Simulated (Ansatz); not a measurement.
```yaml
atoms:
  - { symbol: C, position_ang: [-0.1605, -0.2236, 0.5393] }
  - { symbol: Cl, position_ang: [0.9948, 0.3731, -0.5204] }
  - { symbol: Si, position_ang: [0.4827, -0.9070, 2.1163] }
  - { symbol: H, position_ang: [-1.1989, -0.1506, 0.1918] }
```

Geometry: PBE0-D3(BJ)/pcseg-1.

Theory: isolated molecule in a Gaussian basis; Kohn-Sham density functional theory, functional PBE0 (Ansatz 0.2.0).

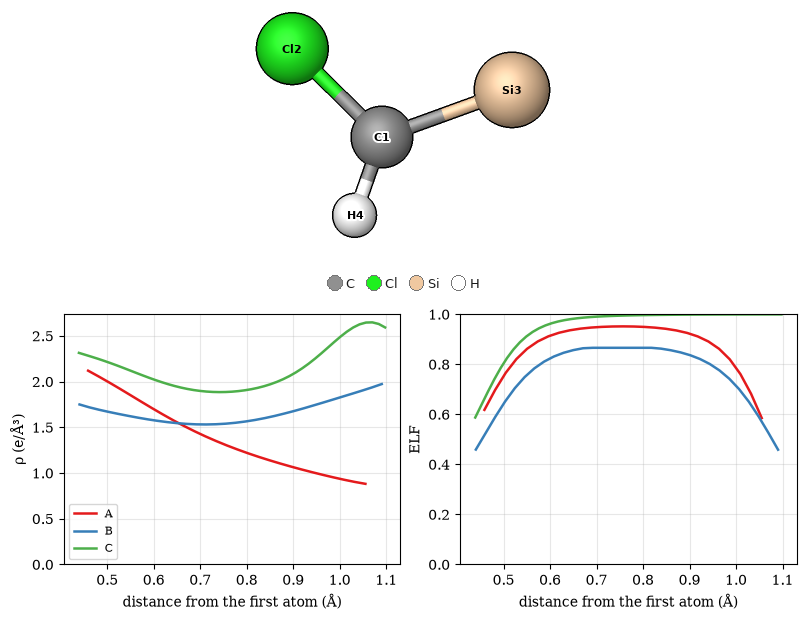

CHClSi (charge +1, doublet). Total electron density and ELF along straight lines between neighbouring atoms. The curves leave out the atomic cores. The structure is drawn too.

**Which curve belongs to which contact (C–Cl, C–H and C–Si)? The first atom named is at distance zero.**

Curve A: C–Si (1.84 Å): ρ at the midpoint is about 1 e/Å³; the ELF peaks at about 0.95 between the atoms, as expected for a covalent bond. Curve B: C–Cl (1.68 Å): ρ is about 1.6 e/Å³ halfway; the ELF peaks at about 0.85 between the atoms; a covalent bond. Curve C: C–H (1.10 Å): the density is about 2.1 e/Å³ at the midpoint; the ELF climbs to about 1 towards the hydrogen, as it does in any bond to H (a covalent bond by its length).
